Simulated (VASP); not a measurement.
Here is the system:

```yaml
crystal:
  lattice:
    - [0.00000, 2.80362, 2.80362]
    - [2.80362, 0.00000, 2.80362]
    - [2.80362, 2.80362, 0.00000]
  atoms:
    - { symbol: Na, position: [0.00000, 0.00000, 0.00000] }
    - { symbol: Cl, position: [0.50000, 0.50000, 0.50000] }
```

Level of theory: optB88-vdW, VASP's PBE PAW potentials (set 64) (plane waves; VASP 6.6.1). Run with 520 eV cut-off, 9×9×9 Γ-centred mesh, tetrahedra with Blöchl corrections, potentials Na_pv Cl.

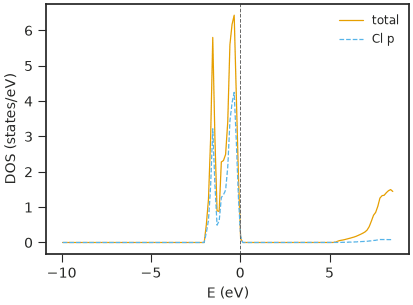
Fig. 1. Total and projected density of states, zero at the valence-band maximum

Within 2 eV below the valence-band maximum the largest weight inside VASP's projection spheres is Cl p.

The gap is direct, 5.16 eV, from the valence maximum at Γ to the conduction minimum at Γ.

The compound is NaCl in the rock salt structure. It was relaxed first.
